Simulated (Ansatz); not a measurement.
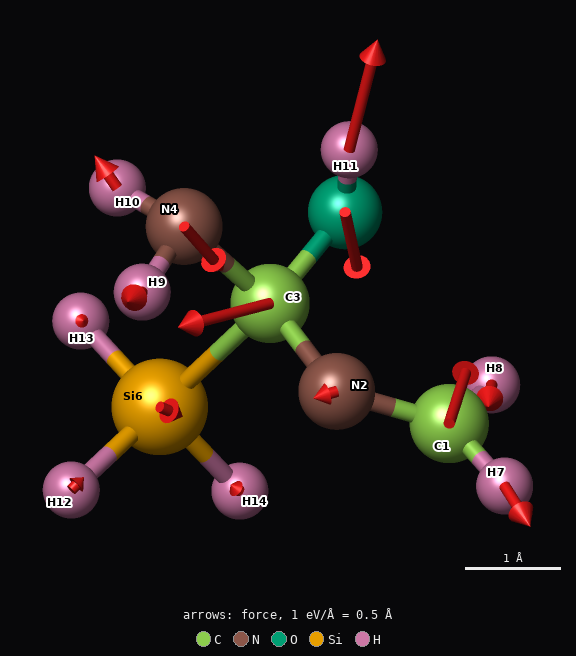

Starting geometry of C2H8N2OSi with the computed forces as red arrows. A ball-and-stick model, seen at a tilt.

The run prepares an end point of a later path (torsion) calculation, from a guessed geometry.

Method: Ansatz 0.2.0, RKS B3LYP/6-31G.

The input:
```yaml
crystal:
  periodic: [false, false, false]
  atoms:
    - { symbol: C, position_ang: [-0.5215, -2.1383, -0.2185] }
    - { symbol: "N", position_ang: [0.392, -1.2819, 0.0001] }
    - { symbol: C, position_ang: [0.1096, 0.1166, -0.363] }
    - { symbol: "N", position_ang: [1.4943, 0.6648, -0.7695] }
    - { symbol: O, position_ang: [-0.6828, 0.3088, -1.4925] }
    - { symbol: Si, position_ang: [-0.4639, 1.0508, 1.2853] }
    - { symbol: H, position_ang: [-0.4181, -3.1603, 0.0081] }
    - { symbol: H, position_ang: [-1.5081, -1.7836, -0.6601] }
    - { symbol: H, position_ang: [2.1098, 0.3691, -0.0334] }
    - { symbol: H, position_ang: [1.3903, 1.6715, -0.7153] }
    - { symbol: H, position_ang: [-0.0422, 0.2426, -2.1723] }
    - { symbol: H, position_ang: [0.5787, 0.9028, 2.3801] }
    - { symbol: H, position_ang: [-0.6633, 2.5205, 0.999] }
    - { symbol: H, position_ang: [-1.7878, 0.4875, 1.7809] }
basis:
  gaussian: { orbitals: "6-31G" }
hamiltonian:
  xc: b3lyp
relax:
  f_tol: 0.015
  max_steps: 40
```

Launched with:
```bash
ansatz run input.yaml --threads 1 --pin off --max-ram 2048MiB --backend cpu --events-out ev --progress --plain --runs-dir out
```

> What follows when this structure is relaxed?

It isn't relaxed: the largest force vector, on H11, is 2.85 eV/Å. The final displacements have little in common with the starting forces (cosine between the two patterns 0.18). After 11 accepted moves (13 points after the start) the energy has fallen by 14.9 kcal/mol. Largest force component: 2.5 eV/Å at the start, 0.0055 eV/Å at the end. The line search rejected the trial steps at points 9, 12 of the run. H9 moves most after the best rigid fit: 0.51 Å. Largest moves by element: H 0.51 Å, O 0.29 Å, C 0.16 Å, N 0.15 Å, Si 0.11 Å. Near-neighbour distances that change, for instance: C3–N4 1.544 → 1.442 Å, C3–O5 1.393 → 1.462 Å, O5–H11 0.936 → 0.985 Å, C1–H8 1.138 → 1.092 Å. Bond angles that change, for instance: O5–C3–Si6 116.4° → 103.3°, C3–N4–H10 104.3° → 117.4°, C3–N4–H9 104.6° → 115.0°.
